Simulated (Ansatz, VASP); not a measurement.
# KBr: VASP beside Ansatz

One calculation is typed for both programs; each brings its own data sets. How far apart do they land? The cell is taken from a series of VASP runs on this material, whose earlier steps may have relaxed, scaled or displaced it; both programs get it as it stands. Valence electrons are named where the data sets of a main pair hold unlike numbers.

Main program and level: Ansatz 0.2.0; plane waves, with VASP 6.6.1 beside it; band structure at LDA, band structure at PBE and dielectric response at LDA.

## (1) Starting point

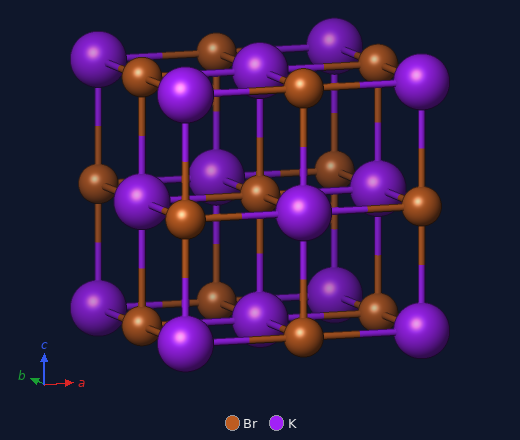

Start, viewed slightly off an axis; bromine orange, potassium purple. This picture shows the conventional cell, with its axes. Some periodic images of atoms are drawn too.

Structure file:

```cif
data_structure
_symmetry_space_group_name_H-M 'Fm-3m'
_symmetry_Int_Tables_number 225
_cell_length_a 6.5847
_cell_length_b 6.5847
_cell_length_c 6.5847
_cell_angle_alpha 90.000
_cell_angle_beta 90.000
_cell_angle_gamma 90.000
_cell_volume 285.50
loop_
_atom_site_label
_atom_site_type_symbol
_atom_site_symmetry_multiplicity
_atom_site_Wyckoff_symbol
_atom_site_fract_x
_atom_site_fract_y
_atom_site_fract_z
_atom_site_occupancy
Br1 Br 4 b 0.50000 0.00000 0.00000 1
K1 K 4 a 0.00000 0.00000 0.00000 1
```

## (2) VASP: band structure, LDA

The same path points are solved in both programs, so levels can be compared one by one.

Lines of VASP's logs that name or quote its potential files are left out, and so is its time.

The input, INCAR:

```
SYSTEM = KBr
PREC = Accurate
ENCUT = 350
EDIFF = 1E-06
NELM = 100
ISMEAR = 0
SIGMA = 0.03
LREAL = .FALSE.
ALGO = Normal
GGA = CA
NBANDS = 20
LORBIT = 11
LWAVE = .FALSE.
LCHARG = .FALSE.
KPAR = 4
LASPH = .TRUE.
```

The input, POSCAR:

```
KBr
1.0
    0.0000000000      3.2923500000      3.2923500000
    3.2923500000      0.0000000000      3.2923500000
    3.2923500000      3.2923500000      0.0000000000
Br K
1 1
Direct
    0.5000000000      0.5000000000      0.5000000000
    0.0000000000      0.0000000000      0.0000000000
```

The input, KPOINTS:

```
Automatic mesh
0
Gamma
6 6 6
0 0 0
```

The input, KPOINTS_OPT:

```
Line mode
10
Line-mode
Reciprocal
  0.00000000   0.00000000   0.00000000 GAMMA
  0.50000000   0.00000000   0.50000000 X

  0.50000000   0.00000000   0.50000000 X
  0.50000000   0.25000000   0.75000000 W

  0.50000000   0.25000000   0.75000000 W
  0.37500000   0.37500000   0.75000000 K

  0.37500000   0.37500000   0.75000000 K
  0.00000000   0.00000000   0.00000000 GAMMA

  0.00000000   0.00000000   0.00000000 GAMMA
  0.50000000   0.50000000   0.50000000 L

  0.50000000   0.50000000   0.50000000 L
  0.62500000   0.25000000   0.62500000 U

  0.62500000   0.25000000   0.62500000 U
  0.50000000   0.25000000   0.75000000 W

  0.50000000   0.25000000   0.75000000 W
  0.50000000   0.50000000   0.50000000 L

  0.50000000   0.50000000   0.50000000 L
  0.37500000   0.37500000   0.75000000 K

  0.62500000   0.25000000   0.62500000 U
  0.50000000   0.00000000   0.50000000 X
```

Potentials, in the order of the species: Br and K_sv (LDA family, release 64).

On the command line:

```bash
$ mpirun -np 4 vasp_std
```

Numbers of over 12 decimals in the logs are rounded to 6 here.

What it wrote:

```text
[banner, memory and clock lines left out]
running    4 mpi-ranks, on    1 nodes
 distrk:  each k-point on    1 cores,    4 groups
 distr:  one band on    1 cores,    1 groups

 POSCAR found type information on POSCAR BrK
 POSCAR found :  2 types and       2 ions
 LDA part: xc-table for (Slater(with rela. corr.)+CA(PZ))
 , standard interpolation
 POSCAR, INCAR and KPOINTS ok, starting setup
 FFT: planning ... GRIDC
 FFT: planning ... GRID_SOFT
 FFT: planning ... GRID
 WAVECAR not read
 entering main loop
       N       E                     dE             d eps       ncg     rms          rms(c)
DAV:   1     0.803801124311E+02    0.80380E+02   -0.52527E+03   640   0.522E+02
DAV:   2    -0.247434156282E+01   -0.82854E+02   -0.77758E+02   836   0.171E+02
DAV:   3    -0.681434919032E+01   -0.43400E+01   -0.43183E+01   816   0.322E+01
DAV:   4    -0.698914268153E+01   -0.17479E+00   -0.17464E+00   972   0.578E+00
DAV:   5    -0.699074353827E+01   -0.16009E-02   -0.16008E-02   792   0.629E-01    0.333E+00
DAV:   6    -0.682473156870E+01    0.16601E+00   -0.10692E-01   728   0.162E+00    0.249E+00
DAV:   7    -0.680159764628E+01    0.23134E-01   -0.47173E-02   860   0.113E+00    0.111E+00
DAV:   8    -0.680199586355E+01   -0.39822E-03   -0.69503E-03   812   0.465E-01    0.977E-02
DAV:   9    -0.680205361270E+01   -0.57749E-04   -0.26806E-04   836   0.985E-02    0.536E-02
DAV:  10    -0.680208477358E+01   -0.31161E-04   -0.45531E-05   744   0.403E-02    0.806E-03
DAV:  11    -0.680208698087E+01   -0.22073E-05   -0.45790E-06   776   0.983E-03    0.401E-03
DAV:  12    -0.680208715721E+01   -0.17634E-06   -0.21694E-07   588   0.310E-03
   1 F= -.68020872E+01 E0= -.68020872E+01  d E =-.403176E-36
 Start KPOINTS_OPT (optional k-point list driver)
k-point batch [1-16\100]
       N       E                     dE             ncg
DAV:   1    -0.148246751748E+04   -0.60962E+04      640
DAV:   2    -0.278701549429E+04   -0.13045E+04      812
DAV:   3    -0.285563793308E+04   -0.68622E+02      816
DAV:   4    -0.285809764155E+04   -0.24597E+01      968
DAV:   5    -0.285812731736E+04   -0.29676E-01      836
DAV:   6    -0.285812811144E+04   -0.79408E-03      932
DAV:   7    -0.285812811560E+04   -0.41544E-05      796
DAV:   8    -0.285812811564E+04   -0.39692E-07      556
[...]
k-point batch [97-100\100]
       N       E                     dE             ncg
DAV:   1     0.421938759579E+04   -0.20460E+04      160
DAV:   2     0.389137466253E+04   -0.32801E+03      208
DAV:   3     0.387533306850E+04   -0.16042E+02      200
DAV:   4     0.387489723004E+04   -0.43584E+00      240
DAV:   5     0.387489359684E+04   -0.36332E-02      200
DAV:   6     0.387489350485E+04   -0.91984E-04      216
DAV:   7     0.387489350449E+04   -0.36083E-06      200
```

OUTCAR, selected parts (step 2):

```text
ion  position               nearest neighbor table
   1  0.500  0.500  0.500-   2 3.29   2 3.29   2 3.29   2 3.29   2 3.29   2 3.29
   2  0.000  0.000  0.000-   1 3.29   1 3.29   1 3.29   1 3.29   1 3.29   1 3.29

  LATTYP: Found a face centered cubic cell.
 ALAT       =     6.5847000000

 Subroutine GETGRP returns: Found 48 space group operations
 (whereof 48 operations were pure point group operations)

The static configuration has the point symmetry O_h .

 Found     16 irreducible k-points:

   k-points           NKPTS =     16   k-points in BZ     NKDIM =     16   number of bands    NBANDS=     20

   dimension x,y,z NGX =    28 NGY =   28 NGZ =   28
   dimension x,y,z NGXF=    56 NGYF=   56 NGZF=   56

   ENCUT  =  350.0 eV  25.72 Ry    5.07 a.u.   7.10  7.10  7.10*2*pi/ulx,y,z

   NELECT =      16.0000    total number of electrons

 k-points in reciprocal lattice and weights: Automatic mesh
   0.00000000  0.00000000  0.00000000       0.005
   0.16666667  0.00000000  0.00000000       0.037
   0.33333333  0.00000000  0.00000000       0.037
   0.50000000  0.00000000  0.00000000       0.019
   0.16666667  0.16666667  0.00000000       0.028
   0.33333333  0.16666667  0.00000000       0.111
   0.50000000  0.16666667  0.00000000       0.111
  -0.33333333  0.16666667  0.00000000       0.111
  -0.16666667  0.16666667  0.00000000       0.056
[...]
-0.33333333  0.33333333  0.16666667       0.111
  -0.33333333  0.50000000  0.16666667       0.056

 average (electrostatic) potential at core
       1 -70.9153       2 -36.2476

 E-fermi :  -1.6241

 k-point     1 :       0.0000    0.0000    0.0000
  band No.  band energies     occupation
    ...
      4     -12.9945      2.00000
      5     -12.9945      2.00000
      6      -1.8847      2.00000
      7      -1.8847      2.00000
      8      -1.8847      2.00000
      9       2.1721      0.00000
     10       5.4623      0.00000
     11       5.4623      0.00000
     12       5.4623      0.00000
     13       6.3406      0.00000
    ...

 k-point     2 :       0.1667    0.0000    0.0000
  band No.  band energies     occupation
    ...
      4     -12.9960      2.00000
      5     -12.9318      2.00000
      6      -2.2863      2.00000
      7      -1.9802      2.00000
      8      -1.9802      2.00000
      9       2.8574      0.00000
     10       5.3046      0.00000
     11       5.7925      0.00000
     12       5.7925      0.00000
     13       6.7053      0.00000
    ...

 k-point     3 :       0.3333    0.0000    0.0000
  band No.  band energies     occupation
    ...
      4     -12.9992      2.00000
      5     -12.8164      2.00000
      6      -2.8972      2.00000
      7      -2.1585      2.00000
      8      -2.1585      2.00000
      9       3.9833      0.00000
     10       5.5525      0.00000
     11       6.6749      0.00000
     12       6.6749      0.00000
     13       7.6129      0.00000
    ...

  Total       -0.6994068     -0.6994068     -0.6994068     -0.0000000      0.0000000      0.0000000
  in kB      -15.6997403    -15.6997403    -15.6997403     -0.0000000      0.0000000      0.0000000
  external PRESSURE =     -15.6997403 kB  Pullay stress =       0.0000000 kB

  energy-cutoff  :      350.00
  volume of cell :       71.38
      direct lattice vectors                 reciprocal lattice vectors
     0.000000000  3.292350000  3.292350000    -0.151867207  0.151867207  0.151867207
     3.292350000  0.000000000  3.292350000     0.151867207 -0.151867207  0.151867207
     3.292350000  3.292350000  0.000000000     0.151867207  0.151867207 -0.151867207

 POSITION                                       TOTAL-FORCE (eV/Angst)
 -----------------------------------------------------------------------------------
      3.29235      3.29235      3.29235         0.000000     -0.000000      0.000000
      0.00000      0.00000      0.00000        -0.000000      0.000000     -0.000000
 -----------------------------------------------------------------------------------
    total drift:                                0.000000      0.000000      0.000000

  FREE ENERGIE OF THE ION-ELECTRON SYSTEM (eV)
  ---------------------------------------------------
  free  energy   TOTEN  =        -6.8020871572 eV

  energy  without entropy=       -6.8020871572  energy(sigma->0) =       -6.80208716

 total charge
# of ion       s       p       d       tot
------------------------------------------
    1        1.600   3.275   0.001   4.877
    2        1.956   5.557   0.026   7.539
--------------------------------------------------
tot          3.556   8.832   0.027  12.415

[... 3 further parts left out ...]
```

The run ends at a pressure of -1.57 GPa.

## (3) Ansatz: band structure, LDA

Ansatz runs on its default PAW (the set named soft_2) files.

The same cell, functional (in two slightly different forms), mesh and smearing now go to Ansatz, which takes its cutoff from its data sets.

The input, input.yaml:

```yaml
crystal:
  lattice:
    - [0.0, 3.29235, 3.29235]
    - [3.29235, 0.0, 3.29235]
    - [3.29235, 3.29235, 0.0]
  atoms:
    - { symbol: Br, position: [0.5, 0.5, 0.5] }
    - { symbol: K, position: [0.0, 0.0, 0.0] }
hamiltonian:
  xc: lda
  pseudopotentials: { kind: paw }
kpoints:
  mp_grid: { grid: [6, 6, 6] }
  band_path:
    path:
      - [0.0, 0.0, 0.0]
      - [0.16667, 0.0, 0.16667]
      - [0.33333, 0.0, 0.33333]
      - [0.5, 0.0, 0.5]
      - [0.5, 0.08333, 0.58333]
      - [0.5, 0.19444, 0.69444]
      - [0.5, 0.25, 0.75]
      - [0.45833, 0.29167, 0.75]
      - [0.40278, 0.34722, 0.75]
      - [0.375, 0.375, 0.75]
      - [0.20833, 0.20833, 0.41667]
      - [0.08333, 0.08333, 0.16667]
      - [0.0, 0.0, 0.0]
      - [0.22222, 0.22222, 0.22222]
      - [0.38889, 0.38889, 0.38889]
      - [0.51389, 0.47222, 0.51389]
      - [0.55556, 0.38889, 0.55556]
      - [0.61111, 0.27778, 0.61111]
      - [0.61111, 0.25, 0.63889]
      - [0.56944, 0.25, 0.68056]
      - [0.51389, 0.25, 0.73611]
      - [0.5, 0.27778, 0.72222]
      - [0.5, 0.38889, 0.61111]
      - [0.5, 0.47222, 0.52778]
      - [0.48611, 0.48611, 0.52778]
      - [0.43056, 0.43056, 0.63889]
      - [0.38889, 0.38889, 0.72222]
      - [0.59722, 0.19444, 0.59722]
      - [0.55556, 0.11111, 0.55556]
      - [0.5, 0.0, 0.5]
    npoints: 1
scf:
  occupations: { method: gaussian, width: 0.03 }
  n_extra_bands: 7
output:
  forces: true
  stress: true
  eigenvalues: true
```

On the command line:

```bash
$ ansatz run input.yaml --threads 2 --pin off --max-ram 4608MiB --backend cpu --events-out ev --progress --plain --runs-dir out
```

What it wrote:

```text
scf.n_extra_bands = 7 over 8 filled bands (N_el = 16.0): the run solves 15 bands
Engine: ansatz 0.2.0, aarch64-unknown-linux-gnu
Pseudopotentials: kind: paw
Pseudopotential: Br, paw, valence charge 7, recommended cutoff 420 eV (normal), Br.paw.azcp
Pseudopotential: K, paw, valence charge 9, recommended cutoff 420 eV (normal), K.paw.azcp
Functional definition: SPW92
  exchange = slater_x
  correlation = pw_c
Crystal: 2 atoms, lattice volume = 71.375 Å³
Basis set: ecut = 420 eV, 1411 PW (Γ)
Bands: 15, of which v1, the nominal top of the filled ones, is band 8 counted from 1 (7 counted from 0)
Symmetry: 48 space group operations
Space group: Fm-3m (ITA 225), of the structure as read, at distance tolerance 4.1e-5 Å
k-points: 16 of 216
Non-local potential: Br, projectors of the file, l = 0: 2, l = 1: 2, l = 2: 2
Non-local potential: K, projectors of the file, l = 0: 3, l = 1: 2, l = 2: 2
PAW form: soft (Blöchl's): semilocal exchange-correlation on the pseudo side does not see the compensation charge
PAW frozen core: Br, regenerated for the run's functional, and the local potential with it (the file was generated under x = pbe(κ = 0.804, μ = 0.219515), c = pbe(β = 0.066725))
PAW frozen core: K, regenerated for the run's functional, and the local potential with it (the file was generated under x = pbe(κ = 0.804, μ = 0.219515), c = pbe(β = 0.066725))
PAW one-centre angular grid: Br, 110 points (default); XC on 64 Gauss nodes
PAW one-centre angular grid: K, 110 points (default); XC on 64 Gauss nodes
Initial density: superposition of atomic densities (neutral atoms: chi_scale 0, normalization atom), corrected by the library's trained network
Initial wavefunctions: pseudopotential atomic-orbital guess
Functional: x = slater, c = lda
SCF iter   1: F=—  HF=-4193.605027 eV  |F-HF|=—  |Δ(HF+E_count)|=         —  Δρ=4.66e-3  dr2=9.38e-3  ethr=1.77e-3  ⟨swp⟩=6.6  Hψ=1554  notcnv=0  defer=1
preconditioner: auto → none  [insulator: Δε(μ)=4.010 eV  Ē_g=15.484 eV  σ=0.030 eV  W_gap=1.00  n_scr=14 (ndim 8)  ℏωp=16.4 eV  f_vac=0.054  D(μ)=0.00/eV (n_scr^D=0)  ε∞_Penn≈2.1]
SCF iter   2: F=—  HF=-4193.602290 eV  |F-HF|=—  |Δ(HF+E_count)|=   2.74e-3  Δρ=2.28e-3  dr2=1.81e-3  ethr=5.86e-5  ⟨swp⟩=2.8  Hψ=520  notcnv=0  defer=22
SCF iter   3: F=—  HF=-4193.601833 eV  |F-HF|=—  |Δ(HF+E_count)|=   4.57e-4  Δρ=1.29e-4  dr2=7.14e-6  ethr=1.13e-5  ⟨swp⟩=1.0  Hψ=217  notcnv=0  defer=22
SCF iter   4: F=—  HF=-4193.601835 eV  |F-HF|=—  |Δ(HF+E_count)|=   1.84e-6  Δρ=2.99e-5  dr2=6.96e-7  ethr=4.47e-8  ⟨swp⟩=2.0  Hψ=345  notcnv=0  defer=22
iter 5 did not close the SCF: its close was put off for the readings that it lacked (scf_convergence_deferred on its scf_iter line)
SCF iter   5: F=-4193.601834 eV  HF=-4193.601834 eV  |F-HF|=1.25e-8  |Δ(HF+E_count)|=   2.62e-7  Δρ=1.50e-5  dr2=4.07e-8  ethr=4.35e-9  ⟨swp⟩=2.6  Hψ=336  notcnv=0  defer=22
SCF iter   6: F=-4193.601834 eV  HF=-4193.601834 eV  |F-HF|=3.92e-9  |Δ(HF+E_count)|=   6.07e-9  Δρ=3.36e-6  dr2=5.83e-9  ethr=2.54e-10  ⟨swp⟩=6.8  Hψ=1055  notcnv=0
SCF 1 converged in 6 iterations: F = -4193.601834 eV  dr2 = 5.83e-9
  greatest PAW one-centre occupation: 0.985 electrons in one spin orbital (limit 2), on the K atom at site 1 (counted from 0), in its partial waves of l = 0
NSCF: frozen V_eff on 30 k-points
SCF converged after 6 iterations
Free energy (F): -4193.601834 eV
Harris-Foulkes:  -4193.601834 eV  (|F-HF|=3.92e-9)
Internal energy: -4193.601834 eV  (E = F + TS)
E sigma→0 (E₀):  -4193.601834 eV
Fermi energy:    2.858727 eV
--- Per-component energies (eV) ---
  E_band       = -136.187238
  E_kinetic    = 387.846147
  E_local      = -838.787431  (includes V_loc(G=0)·N_el)
  E_nonlocal   = 87.048027
  E_hartree    = 269.590583
  E_xc         = -394.636699
  E_vxc        = -268.932849  (∫ρ·V_xc dr)
  E_paw        = -2903.281802  (= ΣΔE_a)
  E_vpaw       = -42.543813  (= ΣTr[D̂ρ^β])
  E_aug_tail   = -0.000004  (compensation charges beyond the density's cutoff)
  E_ewald      = -801.844668
  E_core_change = 0.464011  (= ΣΔE_core)
  E_smearing   = -0.000000  (= −TS)
  E_closure    = -0.000000  (closes the sum)
  Σ components = -4193.601834   (vs F -4193.601834, Δ=0.00e0)
--- Forces (eV/Å), atoms counted from 1 ---
  atom   1  Br     0.00000000     0.00000000    -0.00000000
  atom   2  K     -0.00000000     0.00000000     0.00000000
  max |Σ_I F_I| component: 1.33e-29 eV/Å
--- Stress (GPa, compression-positive) ---
       -1.562853       0.000000       0.000000
        0.000000      -1.562853       0.000000
        0.000000       0.000000      -1.562853
  P = ⅓ Tr σ = -1.5629 GPa (-15.629 kbar)
--- Band table (eV; the first three rows and the last of 16) ---
  k-point 0: bands = [... 4 lower, -10.2850, 0.8345, 0.8345, 0.8345, 4.8827, 8.1921, 8.1921, 8.1921, ... 3 higher]
  k-point 1: bands = [... 4 lower, -10.2248, 0.4335, 0.7391, 0.7391, 5.5684, 8.0320, 8.5207, 8.5207, ... 3 higher]
  k-point 2: bands = [... 4 lower, -10.1131, -0.1762, 0.5610, 0.5610, 6.6974, 8.2744, 9.3969, 9.3969, ... 3 higher]
  k-point 15: bands = [... 4 lower, -10.2308, 0.0847, 0.3258, 0.3590, 7.1385, 8.4671, 8.8464, 9.8412, ... 3 higher]
```

Wall time 1.9 s (2 threads of Arm Neoverse N1, shared host); peak memory 0.28 GiB; 3.4 s of CPU time.

The column dr2 measures how far the density is from self-consistency, as an energy; F and HF (Harris–Foulkes) agree once it is small.

## (4) Comparison

Known differences besides the potentials themselves: the two LDA forms differ slightly; the cutoff is 420 eV in Ansatz and 350 eV in VASP; VASP's log shows a relativistic correction to its local exchange, Ansatz's none. Total energies have different zeros and are not compared.

The two programs side by side:

```csv
quantity,Ansatz,VASP,difference
pressure (GPa),-1.56,-1.57,+0.01
gap over the path points (eV),4.048,4.057,-0.009
```

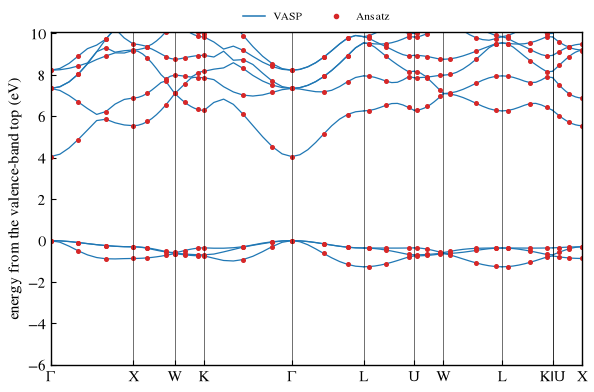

Bands from VASP (lines) and levels from Ansatz (dots). Dots without a line are higher empty bands that the VASP plot leaves out.

Levels at points of the path, from each program's valence-band top (eV; 3 filled, then empty):

```csv
k (reciprocal lattice),Ansatz,VASP
0.000 0.000 0.000,0.00 0.00 0.00 4.05 7.36 7.36,0.00 0.00 0.00 4.06 7.35 7.35
0.167 0.000 0.167,-0.49 -0.09 -0.09 4.88 6.70 8.05,-0.50 -0.09 -0.09 4.89 6.69 8.04
0.333 0.000 0.333,-0.88 -0.24 -0.24 5.87 6.22 8.92,-0.88 -0.24 -0.24 5.86 6.23 8.91
0.500 0.000 0.500,-0.86 -0.30 -0.30 5.56 6.88 9.18,-0.86 -0.30 -0.30 5.55 6.89 9.18
0.500 0.083 0.583,-0.83 -0.37 -0.35 5.75 7.11 8.81,-0.83 -0.37 -0.35 5.75 7.11 8.82
0.500 0.194 0.694,-0.71 -0.54 -0.53 6.55 7.71 7.80,-0.71 -0.55 -0.53 6.54 7.71 7.80
0.500 0.250 0.750,-0.62 -0.62 -0.57 7.11 7.11 7.99,-0.62 -0.62 -0.58 7.10 7.10 7.99
0.458 0.292 0.750,-0.69 -0.64 -0.48 6.69 7.56 7.94,-0.69 -0.65 -0.48 6.68 7.56 7.94
0.403 0.347 0.750,-0.73 -0.68 -0.37 6.34 7.87 8.08,-0.73 -0.68 -0.37 6.34 7.87 8.08
0.375 0.375 0.750,-0.74 -0.69 -0.35 6.29 7.87 8.18,-0.74 -0.69 -0.35 6.29 7.87 8.18
```

Among the levels compared at these points, filled levels agree within 2 meV and empty ones within 12 meV. Ansatz's pressure holds a Pulay correction of 0.01 GPa; VASP's holds none.

(Continued in part 2 of 2.)

[Lines on the potential files, build, host, timing and source positions are cut from VASP's logs without a mark.]

[Logs are printed without paths, hosts, clocks, repeated set-up lines and the standing remarks that a program may print on its own settings, such as how far it seeks lower states.]

[Hosts, paths, dates, database ids (printed as entryN), source tags and the programs' standing remarks are cut or masked in the printed files.]
